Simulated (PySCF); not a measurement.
**C5H11OP: density, localisation and related maps**

```xyz
18

C    -2.1044   -0.2847    0.9421
C    -1.1124    0.0544    0.1338
C    -1.2887    0.7094   -1.1965
P     0.5738   -0.3266    0.7265
C     1.5527    1.2086    0.4867
C     1.2687   -1.5174   -0.4874
O     0.6239   -0.8287    2.1041
H    -1.8891   -0.7453    1.8922
H    -3.1414   -0.1153    0.6972
H    -0.7954    0.1343   -1.9787
H    -2.3459    0.7959   -1.4394
H    -0.8538    1.7082   -1.1880
H     1.1329    1.9800    1.1294
H     2.5669    0.9950    0.8200
H     1.5658    1.5459   -0.5446
H     1.2558   -1.1423   -1.5053
H     0.6891   -2.4362   -0.4203
H     2.2924   -1.7289   -0.1835
```

Geometry: GFN2-xTB.

The calculation used PBE0/pcSseg-1, SCF density, gas phase, non-relativistic in PySCF.

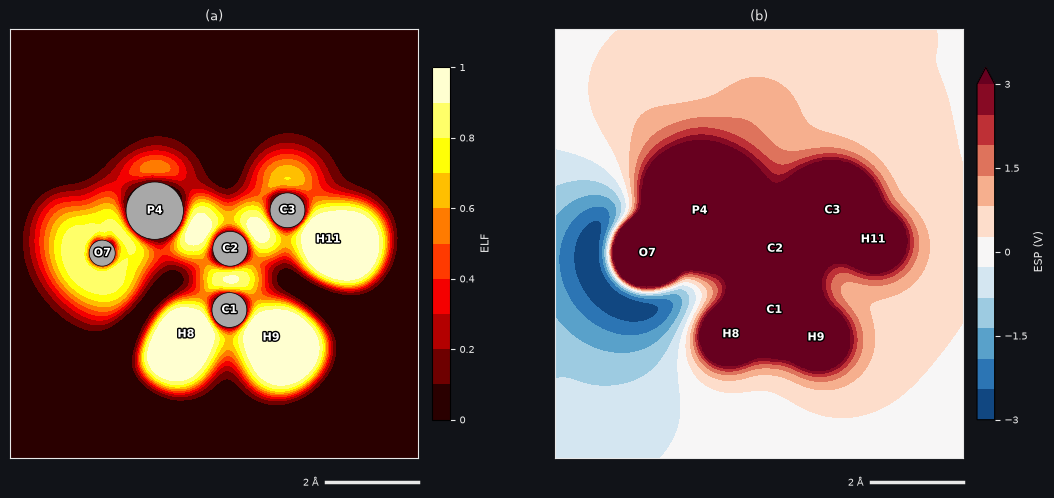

Figure 1. (a) ELF; (b) molecular electrostatic potential on the plane of atoms C2, C1 and H8. Grey discs cover the atomic cores in the ELF map.

Q: What does the map show?

A:
- The plane passes through C, P, O and H nuclei.
- C–C (1.32 Å): the ELF peaks at about 0.90 between the atoms (a multiple bond).
- P–O (1.47 Å): the ELF peaks at about 0.85 between the atoms (a polar covalent bond).
- C–P (1.83 Å): the ELF peaks at about 0.95 between the atoms; localised, covalent bonding.
- C–H (1.08 Å): the ELF climbs to about 1 towards the hydrogen, as it does in any bond to H; an ordinary covalent bond to hydrogen.
- C–C (1.49 Å): the ELF peaks at about 0.95 between the atoms (a covalent bond).
- The ELF also peaks beside O7, away from the bonds: lone-pair regions.
- Outside the dense part of the molecule the potential is most negative (−2.9 V) near O7.

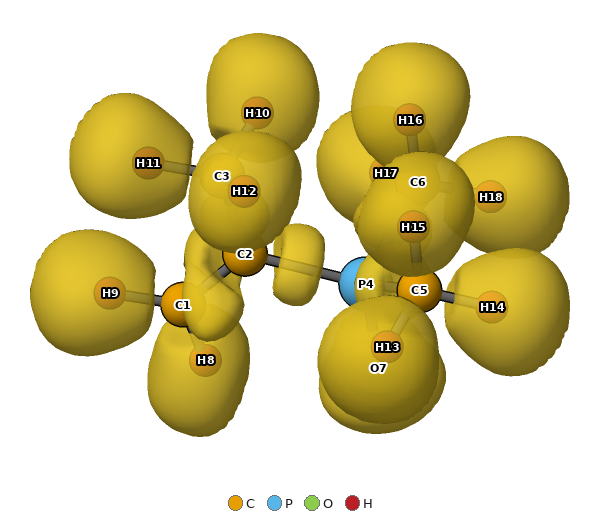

Figure 2. Isosurface of the ELF at 0.75 (yellow), seen from one side. Only the valence region is drawn (cores and ρ < 0.01 e/Å³ removed).

Q: Identify the bonds, lone pairs and shells in this picture.

A: The surface consists of two regions between bonded C–C atoms (shared pairs), three regions between bonded C–P atoms (shared pairs), eleven regions around hydrogen nuclei and one region wrapped around O (its lone pairs, merged into a ring or cap).

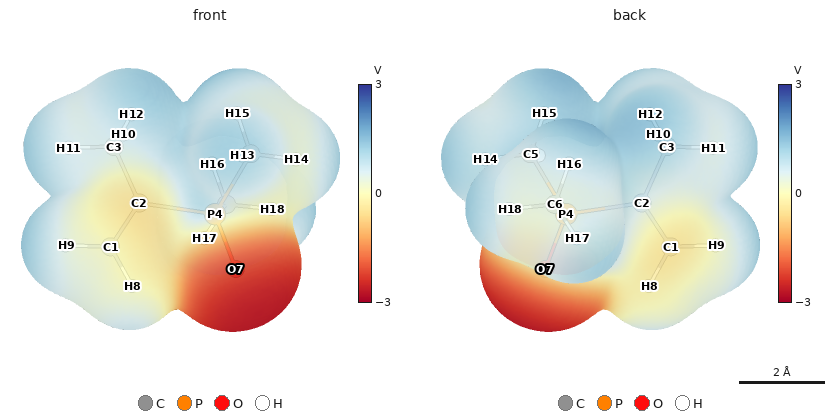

Figure 3. The molecular electrostatic potential painted on the density surface at 0.004 e/bohr³, seen from the front and from behind; the colour scale runs from red (negative) to blue (positive).

Q: Describe the electrostatic potential map.

A: The most negative region (about −2.7 V) lies over O7, the most positive (about +1.6 V) over the C, H and P atoms. O7 is the likeliest acceptor of a hydrogen bond.
